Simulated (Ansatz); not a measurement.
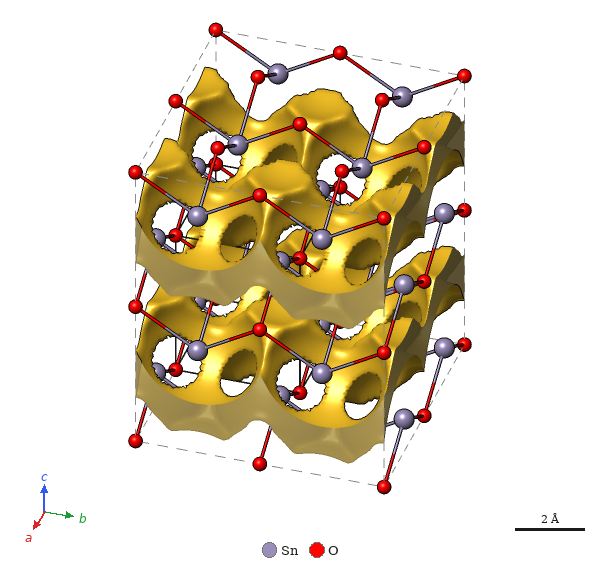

The yellow surface encloses the points that the centre of a probe sphere of radius 0.50 Å can occupy in SnO in space group P4/nmm, computed on a grid of about 0.16 Å (2×2×2 cells shown, view from a free direction; pale faces close the region where the box cuts it).

Hard-sphere model; covalent radii (Cordero): Sn 1.39 Å, O 0.66 Å.

The cell is taken from a calculation's input that goes back to an entry of the Crystallography Open Database (an earlier step may have relaxed or displaced it).

Space group P4/nmm:1 (No. 129). a = 3.793 Å, b = 3.793 Å, c = 4.758 Å, α = 90.00°, β = 90.00°, γ = 90.00°
```csv
atom,site,symmetry,x,y,z
Sn,2c,4mm,0.5000,0.0000,0.2410
O,2a,-4m2,0.0000,0.0000,0.0000
```

### Do these regions connect?

Where they connect, they form a two-dimensional network in layers parallel to (001).

### What share of the cell can the probe's centre reach?

About 15 % of the volume (10 Å³ of 68.4 Å³).

### Give the largest included and the largest free sphere.

The largest sphere that fits anywhere has a diameter of 2.05 Å; the largest that can travel through the crystal, about 1.5 Å.

### How does the connectivity change as the probe shrinks?

Below a radius of about 0.74 Å the space forms a two-dimensional network in layers parallel to (001). Below a radius of about 0.40 Å the space forms a three-dimensional network. These are grid estimates, good to about 0.05 Å.
